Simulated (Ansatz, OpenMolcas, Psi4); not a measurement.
A small benchmark: atomisation enthalpy at 298 K

8 molecules; the atomisation enthalpy at 298 K in kJ/mol, computed less measured. Shapes, held fixed at every level: PBE0-D4/def2-TZVP. Flexible molecules stand in one conformer, not always the lowest. Thermal terms are harmonic and unscaled (PBE0-D4/def2-TZVP); the spin-orbit lowering of the free atoms is taken from their spectra. Programs: Ansatz 0.2.0, OpenMolcas 26.06, Psi4 1.11. A level may come from different programs for different species; with the same settings they agree closely. Measured values: Active Thermochemical Tables, CRC Handbook of Chemistry and Physics, NIST-JANAF tables.

Levels: A = HF/def2-SVP; B = TPSS/aug-cc-pVDZ; C = r2SCAN-D4/def2-TZVPP; D = B2PLYP/STO-3G.

| molecule | from tabulated heats | A | B | C | D |
| --- | --- | --- | --- | --- | --- |
| BClF2 (chlorodifluoroborane) | 1736 | -390 | -63 | +24 | +13 |
| BF3 (boron trifluoride) | 1944 | -437 | -85 | +10 | -73 |
| C2H2O (SMILES C=C=O) | 2168 | -657 | -23 | +24 | -28 |
| CH2Cl2 (dichloromethane) | 1490 | -468 | -22 | +5 | +87 |
| CH2ClF (SMILES FCCl) | 1617 | -495 | -11 | +6 | +48 |
| SiH3Cl (chlorosilane) | 1367 | -336 | -15 | -3 | +331 |
| SiH2F2 (SMILES F[SiH2]F) | 1836 | -520 | -113 | -32 | -171 |
| PH2(PH2) | 1484 | -542 | -1 | -5 | +348 |

Which level does best on this set, which worst, and which err to one side?


```tsv
level	kind	mean error	mean absolute error	worst case
HF/def2-SVP	Hartree–Fock	-480.6	480.6	C2H2O
TPSS/aug-cc-pVDZ	meta-GGA	-41.6	41.6	SiH2F2
r2SCAN-D4/def2-TZVPP	meta-GGA	+3.6	13.6	SiH2F2
B2PLYP/STO-3G	double hybrid	+69.4	137.4	PH2(PH2)
```

On this set r2SCAN-D4/def2-TZVPP has the smallest mean absolute error and HF/def2-SVP the largest. HF/def2-SVP is too low in 8 of 8; TPSS/aug-cc-pVDZ is too low in 8 of 8. The heats of SiH3Cl, PH2(PH2) come from older tables and can be uncertain by 10 kJ/mol or more. The tabulated values of BClF2, BF3, SiH2F2 are in doubt (older tables, estimates, or at odds with other calculations) and kept here. Over the 5 molecules whose values aren't doubted the mean absolute errors are A 499.6; B 14.4; C 8.6; D 168.4. For r2SCAN-D4/def2-TZVPP the error grows with the size of the molecule. Hartree–Fock lacks correlation and underbinds. Rows in very small basis sets show the basis more than the method. The set is small.

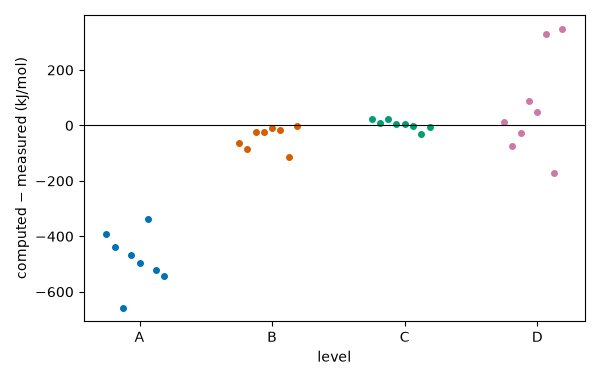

Errors of each level, one point a molecule.
